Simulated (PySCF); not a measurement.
# CoO₂F: singlet, from a T-shaped (ligand arrangement 1) start

Aim: relax CoO₂F as a singlet from a T-shaped (ligand arrangement 1) start, check by its vibrations whether the end is a minimum, and collect its spectrum and constants.

The runs use PySCF 2.14.0; PBE0, basis Co def2-TZVP, O def2-TZVP, F def2-TZVP, no relativity, density fitting.

## 1. The system as given

4 atoms, charge 0, spin multiplicity 1.

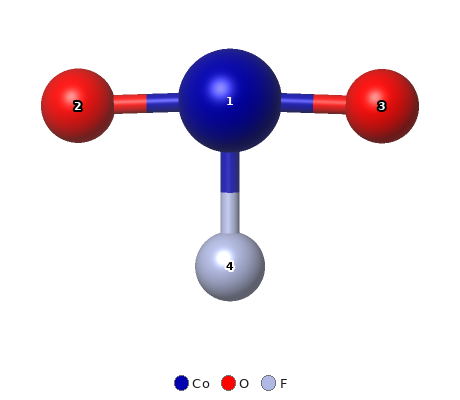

Start geometry, drawn with cobalt blue, oxygen red, fluorine light blue; atoms are numbered from 1 in the order of the file.

```xyz
4
charge 0 multiplicity 1
Co    0.0000    0.0000    0.0000
O     1.5990    0.0000    0.0558
O    -1.5990    0.0000    0.0558
F     0.0000    0.0000    1.7500
```

## 2. Finding the electronic state

The steps below are one call of a driver around PySCF. For each, scf.py gives the equivalent set-up of the SCF; relaxations use the driver's own optimiser. After this first run the driver tries any further starts and a stability analysis.

scf.py reads:

```python
from pyscf import gto, scf, dft
mol = gto.M(atom='''
Co     0.000000     0.000000     0.000000
O      1.599000     0.000000     0.055800
O     -1.599000     0.000000     0.055800
F      0.000000     0.000000     1.750000''',
    basis={'Co': 'def2-TZVP', 'O': 'def2-TZVP', 'F': 'def2-TZVP'},
    charge=0, spin=0)
mf = dft.RKS(mol, xc='PBE0')
mf.grids.atom_grid = (50, 194)
aux = {'Co': 'def2-universal-JKFIT', 'O': 'def2-universal-JKFIT', 'F': 'def2-universal-JKFIT'}
mf = mf.density_fit(auxbasis=aux)
mf.conv_tol = 1e-08
mf.diis_space = 10
mf.max_cycle = 60
mf.init_guess = 'minao'
mf.verbose = 4
mf.kernel()
```

On the command line:

```
> OMP_NUM_THREADS=4 python axn.py task.json out
```

The log of the run:

```text
init E= -1631.62195918124
  HOMO = 0.184496896618694  LUMO = 0.193713016326275  gap/eV = 0.25078
cycle= 1 E= -1616.00537349186  delta_E= 15.6  |g|= 8.14  |ddm|= 20.6
  HOMO = -1.10145298553338  LUMO = -1.01109179073534  gap/eV = 2.45885
cycle= 2 E= -1542.11092387562  delta_E= 73.9  |g|=   24  |ddm|= 24.2
  HOMO = -0.664510476688708  LUMO = -0.611468049133453  gap/eV = 1.44336
cycle= 3 E= -1602.23435529941  delta_E= -60.1  |g|= 15.1  |ddm|= 10.3
  HOMO = -0.689159504413223  LUMO = -0.529310656812399  gap/eV = 4.34971
cycle= 4 E= -1610.51729552048  delta_E= -8.28  |g|= 11.3  |ddm|= 7.74
  HOMO = -0.401622163814325  LUMO = -0.268644832838019  gap/eV = 3.61850
cycle= 5 E= -1611.86590376072  delta_E= -1.35  |g|= 11.2  |ddm|= 6.19
  HOMO = -0.431526096664411  LUMO = -0.428806917823202  gap/eV = 0.07399
cycle= 6 E= -1622.47007375215  delta_E= -10.6  |g|= 8.49  |ddm|= 6.37
  HOMO = -0.475027463371641  LUMO = -0.455203309497279  gap/eV = 0.53944
cycle= 7 E= -1627.09850194173  delta_E= -4.63  |g|= 6.43  |ddm|= 3.13
  HOMO = -0.476442991467914  LUMO = -0.472451003813001  gap/eV = 0.10863
cycle= 8 E= -1628.2648128302  delta_E= -1.17  |g|= 5.78  |ddm|= 1.21
  HOMO = -0.495054514906806  LUMO = -0.416688273688515  gap/eV = 2.13245
cycle= 9 E= -1629.5759919137  delta_E= -1.31  |g|= 4.95  |ddm|= 0.805
  HOMO = -0.377494259495998  LUMO = -0.305782491049707  gap/eV = 1.95138
cycle= 10 E= -1629.66464697584  delta_E= -0.0887  |g|=  4.7  |ddm|= 0.874
  HOMO = -0.397654572111923  LUMO = -0.315985218062667  gap/eV = 2.22234
cycle= 11 E= -1629.9437725145  delta_E= -0.279  |g|= 4.51  |ddm|= 0.218
  HOMO = 0.175908451396689  LUMO = 0.191874749180698  gap/eV = 0.43447
cycle= 12 E= -1618.27662124994  delta_E= 11.7  |g|= 8.02  |ddm|= 12.2
  HOMO = -0.401870152345832  LUMO = -0.325200867894781  gap/eV = 2.08628
cycle= 13 E= -1629.02051055441  delta_E= -10.7  |g|= 5.28  |ddm|= 12.3
  HOMO = -0.336596723697185  LUMO = -0.24272775095393  gap/eV = 2.55430
cycle= 14 E= -1630.24684342581  delta_E= -1.23  |g|= 4.21  |ddm|= 0.52
  HOMO = -0.392006671147671  LUMO = -0.365398519189453  gap/eV = 0.72404
cycle= 15 E= -1631.12012877977  delta_E= -0.873  |g|= 3.46  |ddm|= 1.13
  HOMO = -0.404078268006194  LUMO = -0.33295785263753  gap/eV = 1.93529
cycle= 16 E= -1631.77888243438  delta_E= -0.659  |g|= 2.58  |ddm|= 0.446
  HOMO = -0.390067827579819  LUMO = -0.255163037338298  gap/eV = 3.67095
cycle= 17 E= -1631.06694993387  delta_E= 0.712  |g|= 3.12  |ddm|= 0.995
  HOMO = -0.395315038166872  LUMO = -0.270469893126463  gap/eV = 3.39721
cycle= 18 E= -1632.33242000793  delta_E= -1.27  |g|= 1.23  |ddm|= 0.894
  HOMO = -0.378033630066055  LUMO = -0.252280736585867  gap/eV = 3.42191
cycle= 19 E= -1632.47916385562  delta_E= -0.147  |g|= 0.352  |ddm|= 0.322
  HOMO = -0.371743303469712  LUMO = -0.237550430226637  gap/eV = 3.65157
cycle= 20 E= -1632.49616538119  delta_E= -0.017  |g|= 0.0518  |ddm|= 0.145
  HOMO = -0.368996289829323  LUMO = -0.236725607535464  gap/eV = 3.59927
cycle= 21 E= -1632.49702213112  delta_E= -0.000857  |g|= 0.0138  |ddm|= 0.0568
  HOMO = -0.369323189391659  LUMO = -0.236345686929021  gap/eV = 3.61850
cycle= 22 E= -1632.497134449  delta_E= -0.000112  |g|= 0.00455  |ddm|= 0.021
  HOMO = -0.368908348973504  LUMO = -0.235630889648785  gap/eV = 3.62666
cycle= 23 E= -1632.49717057366  delta_E= -3.61e-05  |g|= 0.00321  |ddm|= 0.0203
  HOMO = -0.368913035212449  LUMO = -0.235592954589759  gap/eV = 3.62782
cycle= 24 E= -1632.49717221615  delta_E= -1.64e-06  |g|= 0.00101  |ddm|= 0.00264
  HOMO = -0.368853234889486  LUMO = -0.235560643214711  gap/eV = 3.62708
cycle= 25 E= -1632.49717244106  delta_E= -2.25e-07  |g|= 0.000176  |ddm|= 0.000782
  HOMO = -0.368837305561958  LUMO = -0.235549167042803  gap/eV = 3.62695
cycle= 26 E= -1632.49717247074  delta_E= -2.97e-08  |g|= 0.000131  |ddm|= 0.000531
  HOMO = -0.368836237697808  LUMO = -0.235554497547972  gap/eV = 3.62678
cycle= 27 E= -1632.49717247687  delta_E= -6.13e-09  |g|= 5.69e-05  |ddm|= 0.00016
  HOMO = -0.368841298119129  LUMO = -0.235551884477136  gap/eV = 3.62699
Extra cycle  E= -1632.49717246532  delta_E= 1.16e-08  |g|= 0.000333  |ddm|= 0.000134
converged SCF energy = -1632.49717246532
```

This step, with its further starts and checks, took 18 s on 4 threads of Arm Neoverse V2, shared host.

Energies from each starting density:

```
                      start   energy (Eh)
    the minimal-basis guess  -1632.497172
a thermally smeared density  -1632.497172
      a smeared PBE density  -1632.497172
```

No lower closed-shell solution turned up from the other starts or in the test of internal stability.

## 3. T-shaped (ligand arrangement 1) start, singlet: relaxation

The program finds C2v symmetry in the start, which this walk keeps.

scf.py, as its differences from that of step 2:

```diff
@@ -3,4 +3,4 @@
-Co     0.000000     0.000000     0.000000
-O      1.599000     0.000000     0.055800
-O     -1.599000     0.000000     0.055800
-F      0.000000     0.000000     1.750000''',
+Co     0.000000     0.000000    -0.318703
+O      1.599000     0.000000    -0.262903
+O     -1.599000     0.000000    -0.262903
+F      0.000000     0.000000     1.431297''',
@@ -16 +15,0 @@
-mf.init_guess = 'minao'
```

Steps of the walk:

```
step   energy (Eh)  change (kJ/mol)  largest symmetric gradient (Eh/bohr)
   0  -1632.497172             0.00                               0.04970
   1  -1632.510552           -35.13                               0.03889
   2  -1632.531273           -89.53                               0.06721
   3  -1632.548244          -134.09                               0.03012
   4  -1632.552350          -144.87                               0.02504
   5  -1632.553657          -148.30                               0.00643
   6  -1632.553791          -148.65                               0.00057
   7  -1632.553798          -148.67                               0.00006
```

The walk took 18 s.

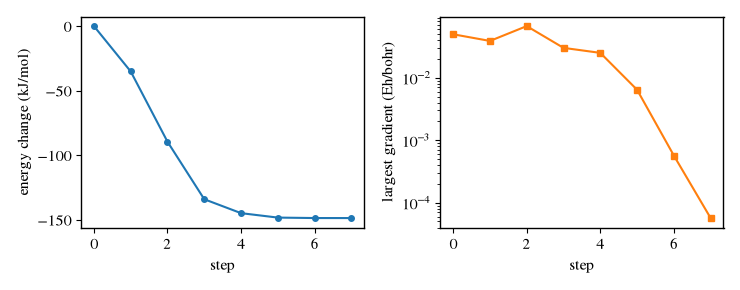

Energy and largest gradient along the walk.

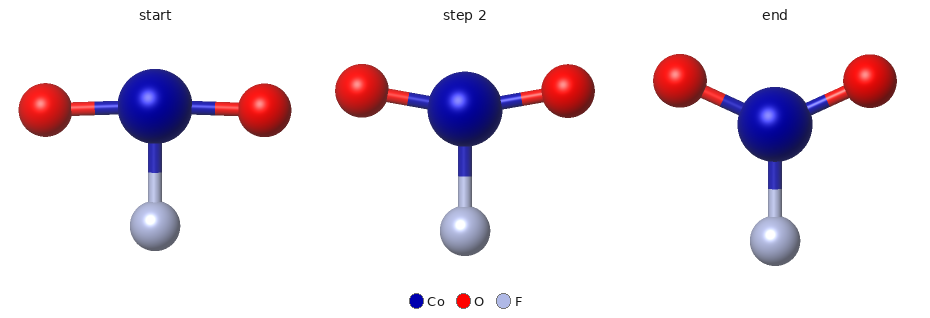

The geometry along the walk, at one scale.

After 7 steps and 148.7 kJ/mol it ends at C2v: Co–F 1.703 Å, Co–O 1.526 Å (×2); F–Co–O 114.7° (×2), O–Co–O 130.7°.

## 4. Is it a minimum? Harmonic modes

On the finer grid the gradient is checked again; gradients at displacements of ±0.02 bohr then give force constants and infrared intensities.

scf.py, as its differences from that of step 3:

```diff
@@ -3,4 +3,4 @@
-Co     0.000000     0.000000    -0.318703
-O      1.599000     0.000000    -0.262903
-O     -1.599000     0.000000    -0.262903
-F      0.000000     0.000000     1.431297''',
+Co     0.000000     0.000000    -0.108341
+O      1.385832     0.000000    -0.746504
+O     -1.385832     0.000000    -0.746504
+F     -0.000000     0.000000     1.595163''',
@@ -10 +10 @@
-mf.grids.atom_grid = (50, 194)
+mf.grids.atom_grid = (75, 302)
@@ -13 +13 @@
-mf.conv_tol = 1e-08
+mf.conv_tol = 1e-10
```

The driver hands on the density of the step before, so the log starts near convergence.

SCF at the final geometry:

```text
init E= -1632.55367658403
  HOMO = -0.358280995013492  LUMO = -0.223554432722436  gap/eV = 3.66610
cycle= 1 E= -1632.55367658362  delta_E= 4.06e-10  |g|= 6.3e-05  |ddm|= 1.76e-05
  HOMO = -0.358289627502718  LUMO = -0.223563389016337  gap/eV = 3.66609
cycle= 2 E= -1632.55367656603  delta_E= 1.76e-08  |g|= 0.000415  |ddm|= 0.000115
  HOMO = -0.358282097119758  LUMO = -0.223555398052601  gap/eV = 3.66610
cycle= 3 E= -1632.55367658404  delta_E= -1.8e-08  |g|= 2.88e-06  |ddm|= 9.93e-05
  HOMO = -0.358282104561713  LUMO = -0.22355551500678  gap/eV = 3.66610
cycle= 4 E= -1632.55367658403  delta_E= 3.64e-12  |g|= 8.15e-07  |ddm|= 1.47e-06
  HOMO = -0.358282117305804  LUMO = -0.223555526378735  gap/eV = 3.66610
Extra cycle  E= -1632.55367658403  delta_E=    0  |g|= 5.07e-06  |ddm|= 2.48e-06
converged SCF energy = -1632.55367658403
```

The whole step took 52 s.

Geometry: C2v; Co–F 1.704 Å, Co–O 1.526 Å (×2); F–Co–O 114.7° (×2), O–Co–O 130.5°.

Modes, for the most abundant isotopes:

```
symmetry  ω (cm⁻¹)  IR (km/mol)     type
      b1       232         16.1     bend
      b2       237          4.5     bend
      a1       314          3.4     bend
      a1       711         69.6  stretch
      a1      1037         38.2  stretch
      b2      1113          202  stretch
```

Every mode is real; the point is a minimum.

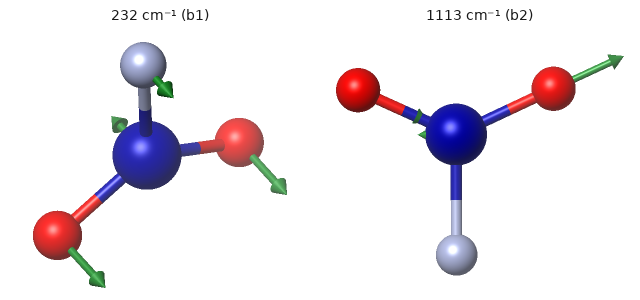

Displacements of 2 of the modes, as arrows (one member where a mode is degenerate).

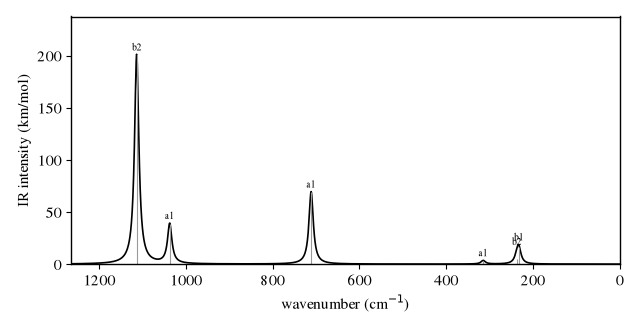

The harmonic infrared spectrum (widths in cm⁻¹). Lines are broadened to a width of 12 cm⁻¹ (Lorentzian).

Constants and moments:

* Dipole moment: 1.12 D
* Highest occupied level: -9.75 eV
* Lowest empty level: -6.08 eV
* Rotational constants: 0.2744, 0.2521, 0.1314 cm⁻¹
* Zero-point energy: 21.8 kJ/mol
* Principal polarisabilities: 18.3, 33.1, 45.5 bohr³
* Atomisation energy without zero-point energy: 928 kJ/mol
* Principal traceless quadrupole moments about the centre of mass: -3.27, -0.75, 4.02 D Å
* Entropy at 298.15 K and 1 bar: 287.8 J/(mol K)
* Heat capacity Cp at 298.15 K: 61.0 J/(mol K)
* Enthalpy at 298.15 K above 0 K: 14.07 kJ/mol
* Rotational symmetry number: 2

Charges (e) and bond orders:

| atom | Mulliken | Löwdin | polar tensor | Mayer order to Co1 |
| --- | --- | --- | --- | --- |
| Co1 | 1.17 | 0.34 | 1.48 | – |
| O2,3 | -0.38 | -0.08 | -0.49 | 1.76 |
| F4 | -0.41 | -0.19 | -0.51 | 0.79 |

Mulliken populations on Co1: s 6.35, p 12.31, d 7.17, f 0.00.

## 5. A spin-polarised start

A stability analysis found the closed shell of the lowest minimum unstable towards spin polarisation, so the unrestricted solution is followed.

The program finds C2v symmetry in the start, which may break. The walk stops when the largest gradient is under 0.0003 Eh/bohr and the energy has settled too.

scf.py, as its differences from that of step 4:

```diff
@@ -3,4 +3,4 @@
-Co     0.000000     0.000000    -0.108341
-O      1.385832     0.000000    -0.746504
-O     -1.385832     0.000000    -0.746504
-F     -0.000000     0.000000     1.595163''',
+Co     0.000000     0.000000    -0.108706
+O      1.385832     0.000000    -0.746869
+O     -1.385832     0.000000    -0.746869
+F     -0.000000     0.000000     1.594798''',
@@ -9,2 +9,2 @@
-mf = dft.RKS(mol, xc='PBE0')
-mf.grids.atom_grid = (75, 302)
+mf = dft.UKS(mol, xc='PBE0')
+mf.grids.atom_grid = (50, 194)
@@ -13 +13 @@
-mf.conv_tol = 1e-10
+mf.conv_tol = 1e-08
```

Steps of the walk:

```
step   energy (Eh)  change (kJ/mol)  largest gradient (Eh/bohr)
   0  -1632.557680             0.00                     0.01235
   1  -1632.558085            -1.06                     0.00138
   2  -1632.558101            -1.11                     0.00083
   3  -1632.558016            -0.88                     0.00269
   4  -1632.558114            -1.14                     0.00004
```

The walk took 26 s.

Positions (Å) and forces (eV/Å) along the way:

```
step 0
Co   0.000   0.000  -0.109   0.000   0.000   0.635
O    1.386   0.000  -0.747   0.606   0.000  -0.377
O   -1.386   0.000  -0.747  -0.606   0.000  -0.377
F    0.000   0.000   1.595   0.000   0.000   0.120
step 1
Co   0.000   0.000  -0.102   0.000   0.002   0.071
O    1.395   0.000  -0.755  -0.069  -0.001  -0.028
O   -1.395   0.000  -0.755   0.068  -0.001  -0.029
F    0.000   0.000   1.605   0.000   0.001  -0.014
step 2
Co   0.000   0.004  -0.100   0.000  -0.033   0.043
O    1.393  -0.002  -0.757  -0.034   0.012  -0.020
O   -1.393  -0.002  -0.757   0.034   0.012  -0.020
F    0.000  -0.001   1.607   0.000   0.009  -0.003
step 3
Co   0.000  -0.019  -0.090   0.000   0.138  -0.078
O    1.381   0.007  -0.766   0.089  -0.050   0.021
O   -1.381   0.007  -0.766  -0.089  -0.050   0.021
F    0.000   0.005   1.615   0.000  -0.039   0.037
step 4
Co   0.000   0.000  -0.096   0.000   0.001   0.001
O    1.389   0.000  -0.761   0.002  -0.001  -0.001
O   -1.389   0.000  -0.761  -0.002  -0.001  -0.001
F    0.000   0.000   1.610   0.000   0.000   0.002
```

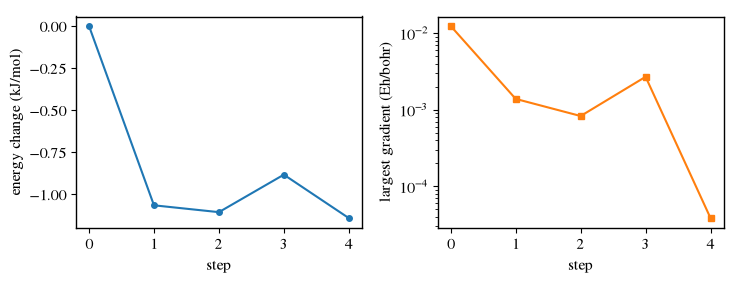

Energy and largest gradient along the walk.

After 4 steps and 1.1 kJ/mol it ends at C2v: Co–F 1.706 Å, Co–O 1.540 Å (×2); F–Co–O 115.6° (×2), O–Co–O 128.9°.

## 6. Is it a minimum? Harmonic modes

The point was taken to the finer grid, but the Hessian ran out of time, so its nature is unknown.

## 7. Outcome

```
                            quantity                                                               value
                             minimum     singlet, C2v (closed shell, unstable towards spin polarisation)
                            geometry  Co–F 1.704 Å, Co–O 1.526 Å (×2); F–Co–O 114.7° (×2), O–Co–O 130.5°
                  wavenumbers (cm⁻¹)        232 (b1), 237 (b2), 314 (a1), 711 (a1), 1037 (a1), 1113 (b2)
                       dipole moment                                                              1.12 D
highest occupied, lowest empty level                                                     -9.75, -6.08 eV
          polar-tensor charge of Co1                                                             +1.48 e
                   zero-point energy                                                         21.8 kJ/mol
```

The T-shaped (ligand arrangement 1) start keeps its C2v symmetry and ends in a minimum. The strongest infrared band lies at 1113 cm⁻¹ (b2, stretch). Other starts or spin states, not run here, may lie lower. A stability analysis at the minimum finds the closed shell unstable towards spin polarisation: an open-shell solution lies lower, and these values are not those of the lowest state.

The search up to here took 3.5 min on 4 threads of Arm Neoverse V2, shared host.
